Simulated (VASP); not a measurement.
Band structure of AuZn (CsCl type). All values below come from TPSS meta-GGA, VASP's PBE PAW potentials (set 64) (plane waves; VASP).

Unless said otherwise, spin-orbit coupling is left out, though it shifts the bands of the heavy elements here.

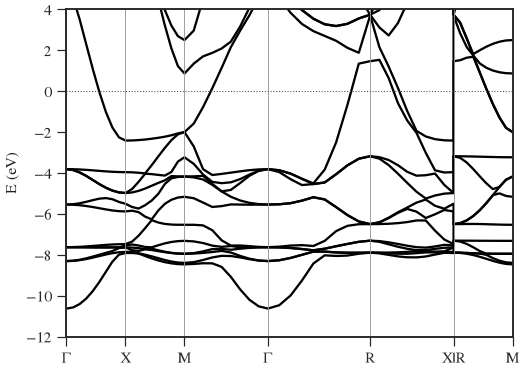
Fig. 1. Bands along high-symmetry lines, zero at the valence-band maximum or, without a gap, the Fermi level

### Question
Read the plot: is there a gap, and where are the band edges?

### Answer
It has no gap at this level: it comes out as a metal or semimetal.

The compound is AuZn in the CsCl type structure. It was relaxed first. The electron count is odd and the run is not spin-polarised, which forces a metal.
